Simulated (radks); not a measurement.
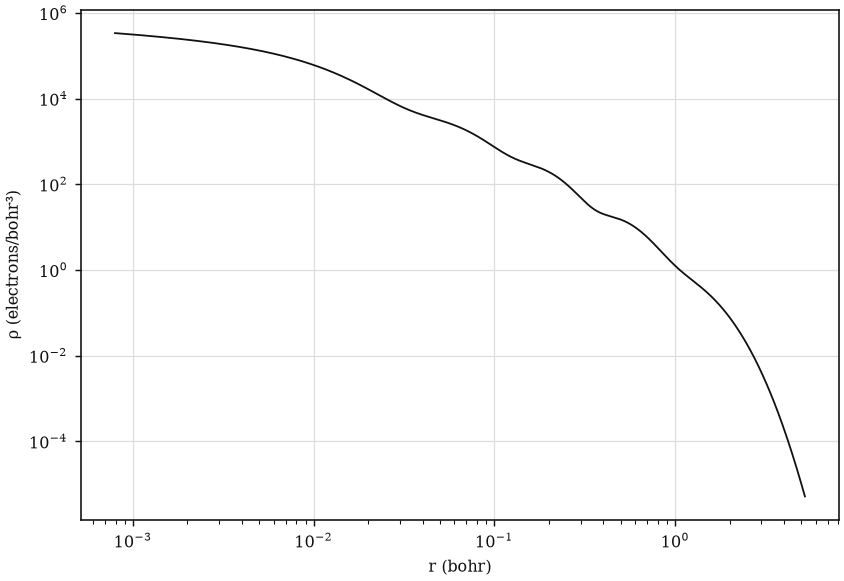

System: Eu²⁺ (Z = 63, 61 electrons), configuration [Xe] 4f7 (4f5/2: 6, 4f7/2: 1). The calculation used the in-house radial solver radks at this level: Dirac Kohn-Sham, LB94 model potential, spin-unpolarised, spherical densities, finite nucleus.

The plot shows the electron density ρ(r) on a logarithmic scale.

Q: What does the plot show?

Answer: The density falls from 340000 electrons/bohr³ at the inner end (r = 0.00079 bohr) to 0.001 at r = 3.46 bohr, a common measure of the size of an atom or ion. The steps in the slope mark the shells; the radial density has its minima at 0.030, 0.13 and 0.38 bohr.
